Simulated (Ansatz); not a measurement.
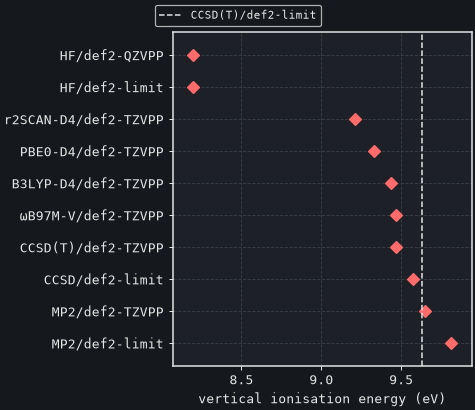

Vertical ionisation energy of C₂H₇N, SMILES CCN, taken as the energy of the cation less that of the neutral at fixed geometry (unrestricted doublet cation, cores frozen in correlated methods, no spin-orbit coupling), the Ansatz code, at a PBE0-D4/def2-TZVP geometry (a minimum by its frequencies). Limit means an estimate of the basis limit from triple and quadruple zeta; for coupled cluster it is either extrapolated directly or built as the MP2 limit plus the step from MP2 in triple zeta. The distance of CCSD(T)/def2-TZVPP and MP2/def2-TZVPP to the limit includes basis error.

What range do the values span, the line included?

Answer. From 8.20 eV (HF/def2-QZVPP) to 9.81 eV (MP2/def2-limit).

Give the values.

Answer.
```
               level    eV  less CCSD(T)/def2-limit
       HF/def2-QZVPP  8.20                    −1.43
       HF/def2-limit  8.20                    −1.43
r2SCAN-D4/def2-TZVPP  9.21                    −0.42
  PBE0-D4/def2-TZVPP  9.33                    −0.30
 B3LYP-D4/def2-TZVPP  9.44                    −0.20
  ωB97M-V/def2-TZVPP  9.47                    −0.17
  CCSD(T)/def2-TZVPP  9.47                    −0.17
     CCSD/def2-limit  9.58                    −0.06
      MP2/def2-TZVPP  9.65                     0.02
      MP2/def2-limit  9.81                     0.18
  CCSD(T)/def2-limit  9.63                     0.00
```
